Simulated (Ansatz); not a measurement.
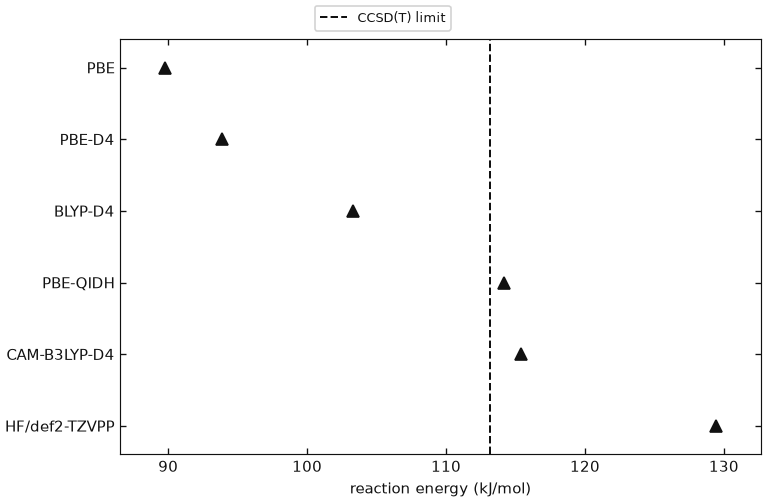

Electronic reaction energy of Si₂NH₄O₂F₃ (O[SiH](O)N[Si](F)(F)F) + BH₂Cl (BCl) → BSiHClF₃ (F[Si](F)(F)BCl) + SiNH₅O₂ (N[SiH](O)O) (SMILES in brackets) at several levels (functionals in def2-TZVPP unless a basis is named), isolated molecules at PBE0-D4 triple-zeta geometries, minima by their frequencies, no zero-point or thermal terms, the Ansatz code. The line is frozen-core CCSD(T) at the basis limit (MP2 extrapolated from triple and quadruple zeta, plus CCSD(T) less MP2 in a smaller set). PBE-QIDH holds a correlation term that converges slowly with the basis, so part of the distance to the limit is basis error. No dispersion term is added to PBE and PBE-QIDH.

Q: What do zero-point energy and temperature add?

A: Zero-point change 4.7 kJ/mol; at 298.15 K and 1 bar the CCSD(T) limit plus thermal terms gives an enthalpy of reaction of 117.7 and a free energy of 111.0 kJ/mol (harmonic PBE0-D4 modes, ideal gas).

Q: Which level comes closest to the line (CCSD(T) limit), and which misses most?

A: Closest PBE-QIDH (114.1 kJ/mol), against 113.2 kJ/mol; farthest PBE (89.7 kJ/mol).

Known limits of this run: one conformer of each flexible molecule.
